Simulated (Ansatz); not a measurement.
# HfMg6Tl, from a guessed structure to a relaxed one, part 2 of 2

This structure for HfMg6Tl is made up. Its elements were placed in a known structure type with a cell scaled to their sizes. What cell does the guess relax to, and how far off was it?

Ansatz 0.2.0; DFT, PBEsol, plane-wave PAW, files of the set soft_1, scalar-relativistic, no spin, cell and ions relaxed at zero pressure; PAW set soft_1 (the session's first sound run).

So far: Set-up; Relaxing cell and atoms. The relaxed cell has a, b, c = 4.985, 6.323, 11.151 Å (conventional setting).

## 3. Bands of the relaxed cell

With the geometry fixed, one more self-consistent run, with a narrower smearing and the mesh shown in its input, gives the bands, and its pressure, and its forces where symmetry allows any, show how far the geometry depends on these settings.

This step: DFT, PBEsol, plane-wave PAW, files of the set soft_1, scalar-relativistic, no spin, bands and density of states at the relaxed cell; PAW set soft_1 (Ansatz 0.2.0).

Contents of input.yaml:

```yaml
crystal:
  lattice:
    - [4.9849025195, 0.0, 0.0]
    - [0.0, 3.1612983051, 5.5757437737]
    - [0.0, -3.1612983051, 5.5757437737]
  atoms:
    - { symbol: Tl, position: [0.5, 0.6727935207, 0.6727935207] }
    - { symbol: Hf, position: [0.0, 0.824365833, 0.824365833] }
    - { symbol: Mg, position: [0.5, 0.1732238938, 0.1732238938] }
    - { symbol: Mg, position: [0.5, 0.673333088, 0.1639013648] }
    - { symbol: Mg, position: [0.5, 0.1639013648, 0.673333088] }
    - { symbol: Mg, position: [0.0, 0.332020928, 0.332020928] }
    - { symbol: Mg, position: [0.0, 0.8313217419, 0.3194396297] }
    - { symbol: Mg, position: [0.0, 0.3194396297, 0.8313217419] }
kpoints:
  mp_grid: { grid: [6, 6, 6] }
  band_path:
    path:
      - [[0.0, 0.0, 0.0], [0.0, 0.3303647, -0.3303647], [0.0, 0.0, -0.5], [-0.5, 0.0, -0.5], [-0.5, 0.3303647, -0.3303647], [-0.5, 0.0, 0.0], [0.0, 0.0, 0.0], [0.0, -0.5, -0.5], [0.0, -0.3303647, -0.6696353], [-0.5, -0.3303647, -0.6696353], [-0.5, -0.5, -0.5], [0.0, -0.5, -0.5]]
      - [[-0.5, 0.0, 0.0], [-0.5, -0.5, -0.5]]
    npoints: 6
scf:
  occupations: { method: fermi_dirac, width: 0.03 }
  n_extra_bands: 12
hamiltonian:
  xc: pbesol
  pseudopotentials: { kind: paw, azcp: { folder: soft_1 }, xc_functional: pbe }
output:
  forces: true
  stress: true
  write_bands: true
  dos: { projected: true }
  write_density: true
  write_potential: true
  elf: true
  volumetric_format: npy
```

Command:

```
$ ansatz run input.yaml --threads 4 --pin off --max-ram 10240MiB --backend cpu --events-out ev --progress --plain --runs-dir out
```

Numbers of over 12 decimals in the logs are rounded to 6 here.

The log of the run:

```text
[...]
Crystal: 8 atoms, lattice volume = 175.734 Å³
Basis set: ecut = 420 eV, 3441 PW (Γ), exchange–correlation on 72×90×90 points (8 copies of the dense FFT grid, shifted against one another)
Bands: 62, of which v1, the nominal top of the filled ones, is band 50 counted from 1 (49 counted from 0)
Symmetry: 4 space group operations
[...]
k-points: 52 of 216 (time reversal used)
[...]
SCF iter   1: F=—  HF=-38369.464606 eV  |F-HF|=—  |Δ(HF+E_count)|=         —  Δρ=3.11e-2  dr2=5.83e0  ethr=3.10e-3  ⟨swp⟩=6.4  Hψ=13694  notcnv=0  defer=19
[...]
SCF iter  10: F=-38368.322812 eV  HF=-38368.322812 eV  |F-HF|=2.91e-8  |Δ(HF+E_count)|=   7.68e-8  Δρ=3.39e-6  dr2=3.30e-8  ethr=1.01e-10  ⟨swp⟩=15.5  Hψ=23824  notcnv=0
SCF 1 converged in 10 iterations: F = -38368.322812 eV  dr2 = 3.30e-8
[...]
NSCF: frozen V_eff on 74 k-points
SCF converged after 10 iterations
Free energy (F): -38368.322812 eV
[...]
Internal energy: -38368.308861 eV  (E = F + TS)
E sigma→0 (E₀):  -38368.315836 eV
Entropy (-TS):   -0.013951 eV (-1.744 meV/atom)
Fermi energy:    8.483041 eV
[...]
--- Forces (eV/Å), atoms counted from 1 ---
  atom   1  Tl     0.00000000     0.00000000    -0.02602630
  atom   2  Hf     0.00000000     0.00000000    -0.00328744
  atom   3  Mg     0.00000000     0.00000000     0.00519170
  atom   4  Mg     0.00000000    -0.03252790     0.00125895
  atom   5  Mg     0.00000000     0.03252790     0.00125895
  atom   6  Mg     0.00000000     0.00000000     0.01231432
  atom   7  Mg    -0.00000000    -0.01481906     0.00465083
  atom   8  Mg     0.00000000     0.01481906     0.00465083
  max |Σ_I F_I| component: 1.18e-5 eV/Å
--- Stress (GPa, compression-positive) ---
       -0.070996       0.000000       0.000000
        0.000000       0.157364       0.000000
        0.000000       0.000000       0.031577
  P = ⅓ Tr σ = 0.0393 GPa (0.393 kbar)
--- Band table (eV; the first three rows and the last of 52) ---
  k-point 0: bands = [... 46 lower, 6.6262, 6.8630, 7.4929, 8.2705, 8.7038, 9.9153, 9.9815, 10.7574, ... 8 higher]
  k-point 1: bands = [... 46 lower, 6.9288, 7.3235, 7.9990, 8.2162, 8.6665, 9.8234, 9.9278, 10.4031, ... 8 higher]
  k-point 2: bands = [... 46 lower, 7.4448, 8.0840, 8.3715, 8.5344, 8.8148, 9.2771, 9.7586, 10.4958, ... 8 higher]
  k-point 51: bands = [... 46 lower, 6.1145, 7.0990, 8.5001, 8.9091, 9.2450, 9.5765, 10.2052, 10.3048, ... 8 higher]
```

It took 32 s on 4 threads of Arm Neoverse V1, shared host; peak memory 0.99 GiB.

Reading the cycles: dr2 is the Hartree energy of the density residual (eV), the measure of convergence; HF is the Harris–Foulkes estimate of the energy, which meets the free energy F at convergence.

This step gave:

```
free energy             : -38368.3228 eV
energy at zero smearing : -38368.3158 eV
smearing term TS        : 0.01395 eV
Fermi energy            : 8.483 eV
pressure                : 0.03931 GPa
```

bands.tsv at the labelled points (eV, zero at the Fermi level; the bands that come nearest the Fermi level along the path):

```tsv
point	band 46	band 47	band 48	band 49	band 50	band 51	band 52	band 53
Γ	-2.12	-1.86	-1.62	-0.99	-0.21	0.22	1.43	1.50
X	-1.30	-1.18	-0.64	-0.09	0.35	0.53	0.71	1.39
S	-1.27	-0.73	-0.49	-0.05	0.23	0.29	1.02	1.51
R	-2.41	-2.09	-1.80	-0.11	0.63	0.75	0.83	1.83
A	-3.71	-0.61	-0.48	-0.22	-0.05	0.01	0.69	2.33
Z	-1.64	-1.29	-1.22	-1.11	-0.94	-0.73	-0.37	-0.23
Γ	-2.12	-1.86	-1.62	-0.99	-0.21	0.22	1.43	1.50
Y	-1.30	-0.64	-0.41	-0.02	0.09	0.57	1.35	1.60
X1	-1.30	-1.18	-0.64	-0.09	0.35	0.53	0.71	1.39
A1	-3.71	-0.61	-0.48	-0.22	-0.05	0.01	0.69	2.33
T	-2.51	-2.37	-1.38	0.02	0.43	0.76	1.09	1.72
Y	-1.30	-0.64	-0.41	-0.02	0.09	0.57	1.35	1.60
Z	-1.64	-1.29	-1.22	-1.11	-0.94	-0.73	-0.37	-0.23
T	-2.51	-2.37	-1.38	0.02	0.43	0.76	1.09	1.72
```

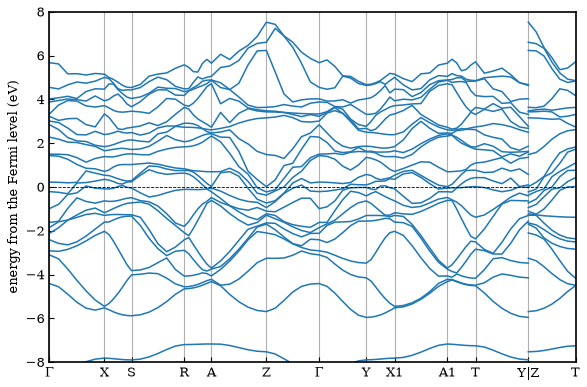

Bands along the path. 40 bands lie wholly below the window drawn.

Counts of states for the cell as run, both spins, by energy window (eV from the Fermi level):

```csv
from,to,total
-8,-7,1.69
-7,-6,0.00
-6,-5,1.58
-5,-4,1.84
-4,-3,2.39
-3,-2,2.81
-2,-1,4.02
-1,0,4.33
0,1,4.73
1,2,3.90
2,3,4.12
3,4,5.23
```

A further 80.3 states lie below the table's range.

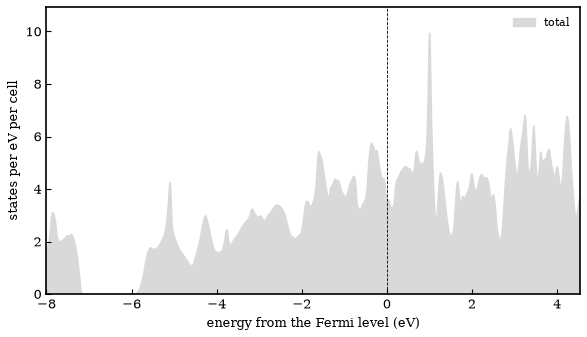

Total density of states, smoothed over about 0.04 eV.

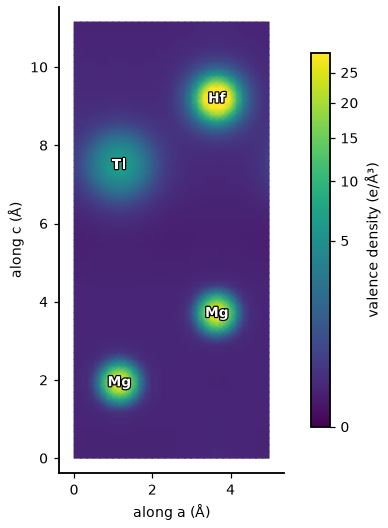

Valence density in the ac plane of the conventional cell at fractional y = 0.000, with atoms of Tl and Hf and Mg within 0.2 Å of it. It is the smooth field of the valence electrons, not physical close to the nuclei. The map starts off the cell's origin, so that atoms lie inside it. The colour scale is stretched toward low values.

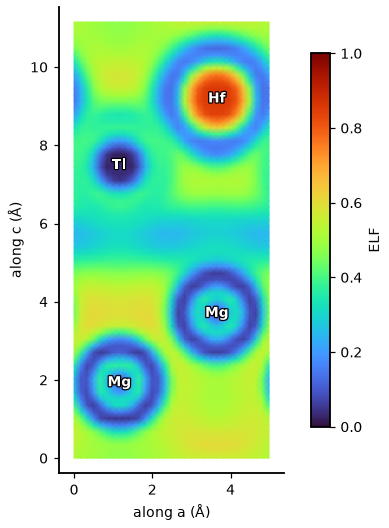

ELF in the ac plane of the conventional cell at fractional y = 0.000, with atoms of Tl and Hf and Mg within 0.2 Å of it. It is the smooth field of the valence electrons, not physical close to the nuclei. The map starts off the cell's origin, so that atoms lie inside it.

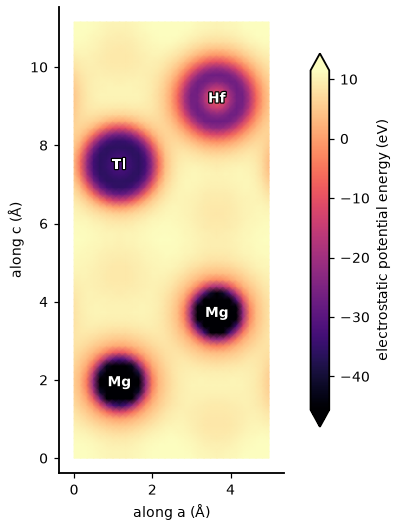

Electrostatic potential energy in the ac plane of the conventional cell at fractional y = 0.000, with atoms of Tl and Hf and Mg within 0.2 Å of it. With pseudopotentials it is smooth inside the atoms' cores, unlike the true potential. The map starts off the cell's origin, so that atoms lie inside it.

## 4. Outcome

```yaml
space_group_relaxed: Amm2
conventional_cell: a = 4.985, b = 6.323, c = 11.151 Å; α = 90.0°, β = 90.0°, γ = 90.0°
volume_per_atom: 21.97 Å³ (guess 22.87)
```

**Reading.** HfMg6Tl relaxes to Amm2 with a = 4.985, b = 6.323 and c = 11.151 Å. The guessed volume was 4 % too large. The space group Amm2 was held in the relaxation, so the end point is a stationary structure within it and may be a saddle against distortions or other arrangements. Bands cross the Fermi level, so it is a metal or semimetal at this level. The electron count is odd, which forces that without spin polarisation or a larger cell. On the 6×6×6 mesh with the narrower smearing (relaxed on 6×5×5) the largest force component is 0.033 eV/Å and the largest stress component is 0.157 GPa, against the relaxation's thresholds of 0.015 eV/Å and 0.05 GPa. The cutoff wasn't tested. Spin-orbit coupling is left out, which can matter for elements this heavy. No dispersion term is used, so weakly bound directions may come out too long. Nothing here tests whether the compound is stable against decomposition.

[Logs are printed without paths, hosts, clocks, repeated set-up lines and the standing remarks that a program may print on its own settings, such as how far it seeks lower states.]

[Hosts, paths, dates, database ids (printed as entryN), source tags and the programs' standing remarks are cut or masked in the printed files.]
